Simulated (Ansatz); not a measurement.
## Electronic structure of F$_{4}$MoS (SMILES [F][Mo]([F])([F])([F])=[S]) in real space

The calculation's input:

```
crystal:
  periodic: [false, false, false]
  atoms:
    - {symbol: F, position_ang: [-0.867911, 0.087917, -1.693874]}
    - {symbol: F, position_ang: [-1.314738, -0.789920, 0.606556]}
    - {symbol: F, position_ang: [1.145746, -1.036762, 0.990325]}
    - {symbol: F, position_ang: [1.592567, -0.159116, -1.310168]}
    - {symbol: Mo, position_ang: [0.156695, -0.026037, -0.177240]}
    - {symbol: S, position_ang: [0.232956, 1.897957, 0.571620]}
basis:
  gaussian: {orbitals: def2-TZVPD}
hamiltonian: {xc: {name: PBE0}}
output: {forces: true, orbitals: {seedname: orbitals}}
```

Run with:

```sh
ansatz run input.yaml --threads 2 --pin off --max-ram 5220MiB --events-out events.jsonl --progress --plain --runs-dir runs
```

Geometry: PBE0-D4/def2-SVP; core potentials replace the inner electrons of Mo.

Computed with isolated molecule in a Gaussian basis; Kohn-Sham density functional theory, functional PBE0 (Ansatz).

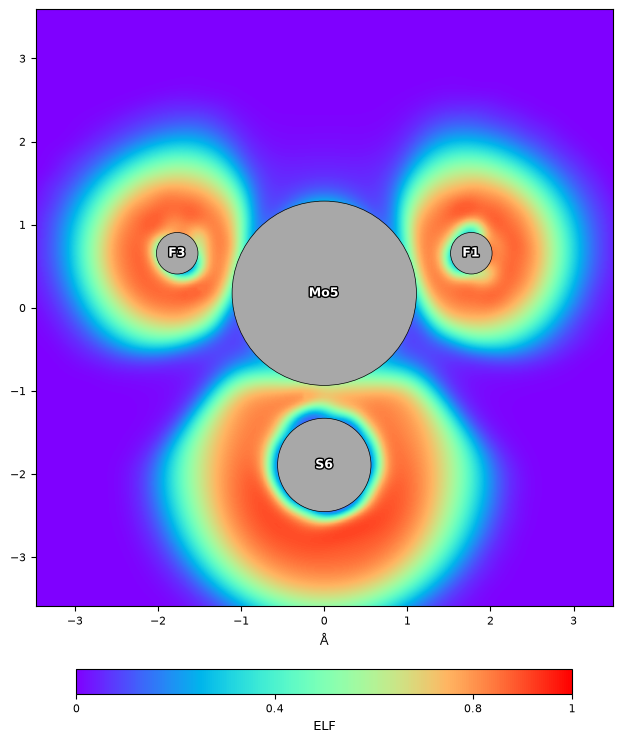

Figure 1. Electron localisation function on the plane of atoms F3, Mo5 and S6. Grey discs cover the atomic cores.

> Describe what can be read from this map.

The plane passes through F, Mo and S nuclei. Mo–F (1.83 Å): the ELF peaks at about 0.80 in the valence shell of F, 0.5 Å from its nucleus, and drops to about 0.25 between the two atoms. Mo–S (2.07 Å): the ELF peaks at about 0.70 in the valence shell of S, 0.8 Å from its nucleus, and is about 0.50 at the midpoint.

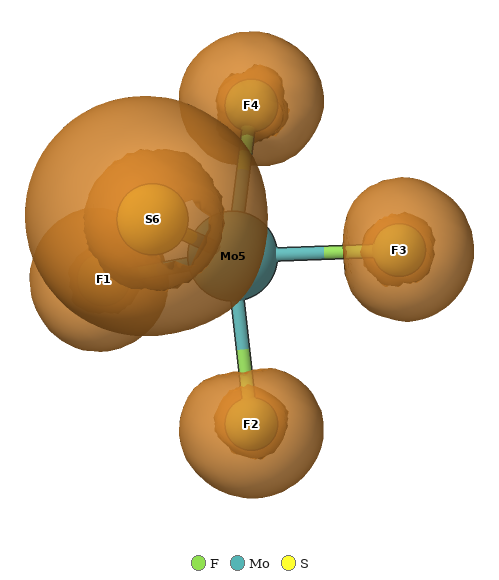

Figure 2. Isosurface of the ELF at 0.75 (orange), seen at a tilt. Only the valence region is drawn (cores and ρ < 0.01 e/Å³ removed).

> What do the ELF domains correspond to?

The surface consists of one ring or bowl of non-bonding electrons around S and four regions wrapped around F (the valence shell of each).

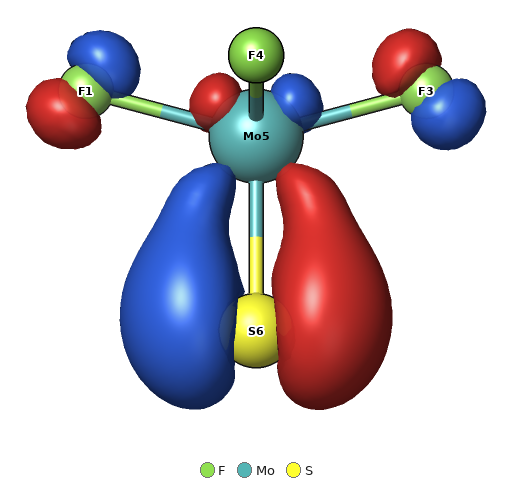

Figure 3. The HOMO at ±0.2 Å⁻³ᐟ² (red and blue are the two phases), seen from one side.

> Where does this orbital lie, and at what energy?

It lies mainly on S6 (about 65 %) and Mo5 (about 20 %). It is one of a degenerate set, so its orientation is arbitrary. Its energy is −9.69 eV.
